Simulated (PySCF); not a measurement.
# CH4FOSi (doublet): what the fields show

```yaml
atoms:
  - { symbol: C, position_ang: [-0.1258, 0.0916, -0.9071] }
  - { symbol: Si, position_ang: [-0.3247, -0.1788, 0.9246] }
  - { symbol: O, position_ang: [1.0016, 0.4502, -1.5466] }
  - { symbol: F, position_ang: [-1.1872, 0.4645, -1.6200] }
  - { symbol: H, position_ang: [-1.5044, -1.0630, 1.1399] }
  - { symbol: H, position_ang: [0.9346, -0.8550, 1.3663] }
  - { symbol: H, position_ang: [-0.4992, 1.0612, 1.7538] }
  - { symbol: H, position_ang: [1.7507, 0.0006, -1.1388] }
```

Geometry: PBE0-D3(BJ)/def2-SVP.

Computed with UKS B3LYP, IGLO-III on C F O Si, pcH-1 on H, non-relativistic, mean-field spin-orbit, GIAO in PySCF.

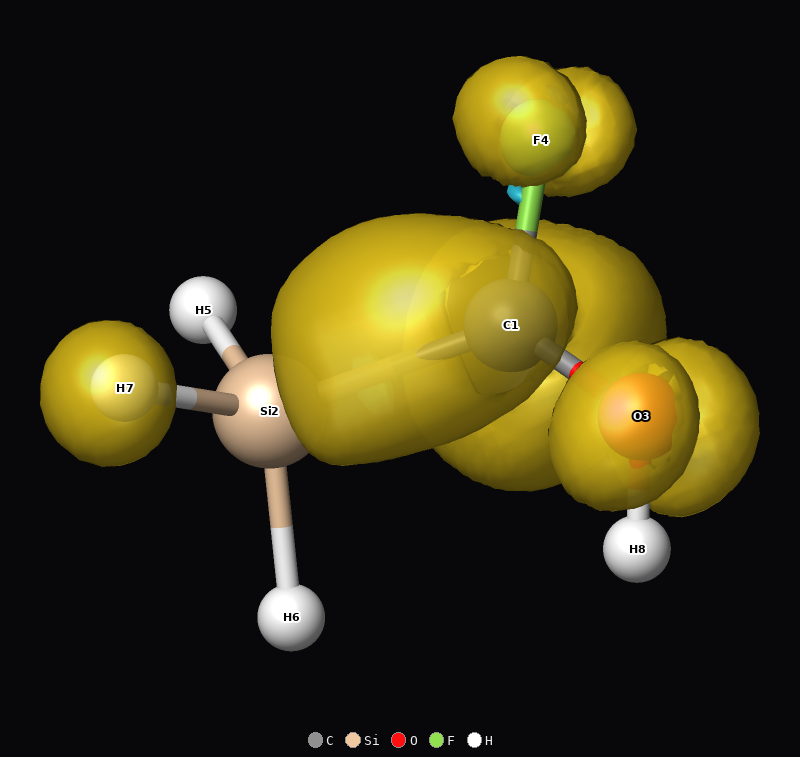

Figure 1. Isosurfaces of the spin density at +0.02 (yellow) and −0.02 e/Å³ (cyan), seen at an oblique angle.

### Describe the spin distribution.

The unpaired spin (1 electron) lies mostly on C1 (about 0.6), O3 (about 0.2), Si2 (about 0.1) and F4 (about 0.1), in electrons by Hirshfeld's partition.

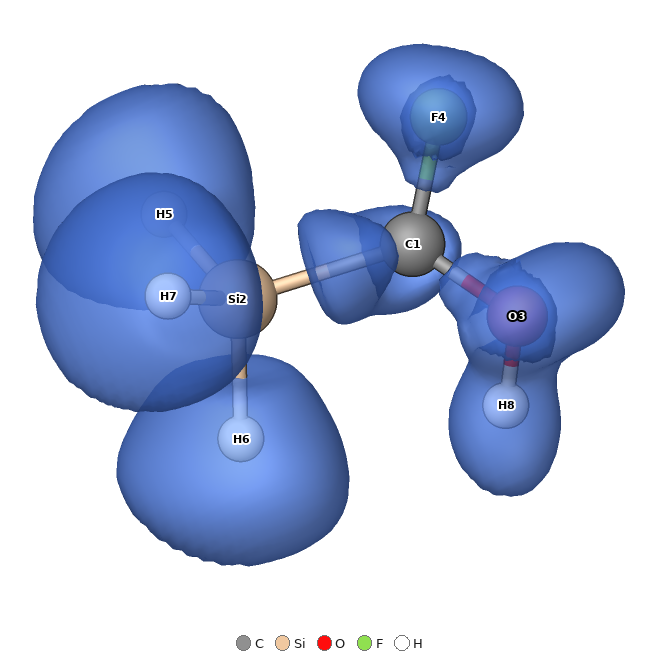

Figure 2. Isosurface of the electron localisation function at 0.75 (blue), seen across its widest extent. Core shells and regions of very low density are left out.

### Identify the bonds, lone pairs and shells in this picture.

The ELF exceeds this value in one region between bonded C–Si atoms (shared pairs), three regions around hydrogen nuclei, one region on F in which the atom's valence shell and bonds are merged and one joined region spread over several atoms (H, O), in which their bonds and any lone pairs are merged. Along the contacts the grid gives the following. C–F (1.33 Å): the ELF peaks at about 0.85 between the atoms: a shared but strongly polarised pair. C–O (1.34 Å): the ELF peaks at about 0.90 between the atoms: a shared but strongly polarised pair.

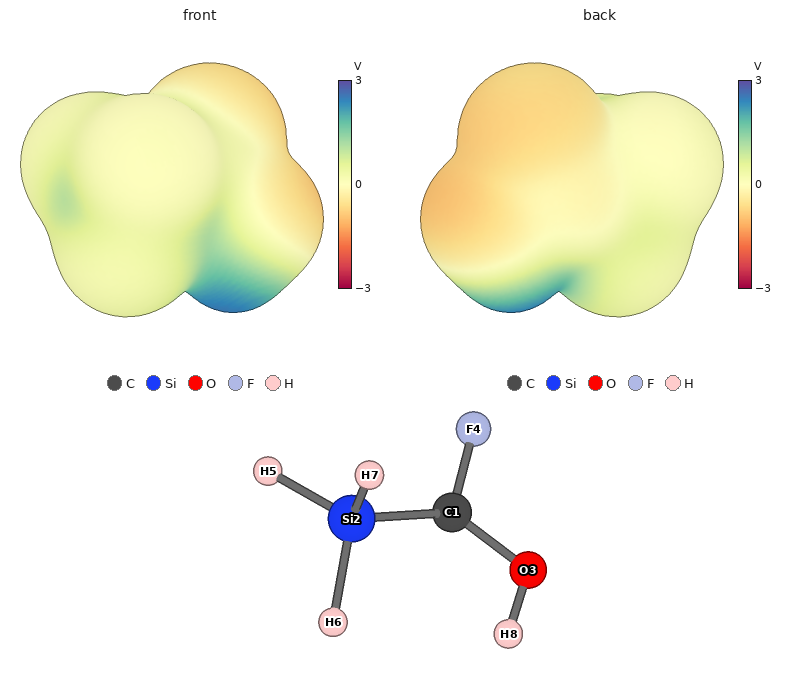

Figure 3. The electrostatic potential painted on the density surface at 0.001 e/bohr³, seen from the front and from behind; the colour scale runs from red (negative) to blue (positive). The bare structure is drawn below in the same view.

### Which sites attract a positive test charge, and which a negative one?

A positive charge is drawn to the negative regions and a negative charge to the positive ones. The most negative region (about −0.9 V) lies over O3, the most positive (about +2.5 V) over H8.
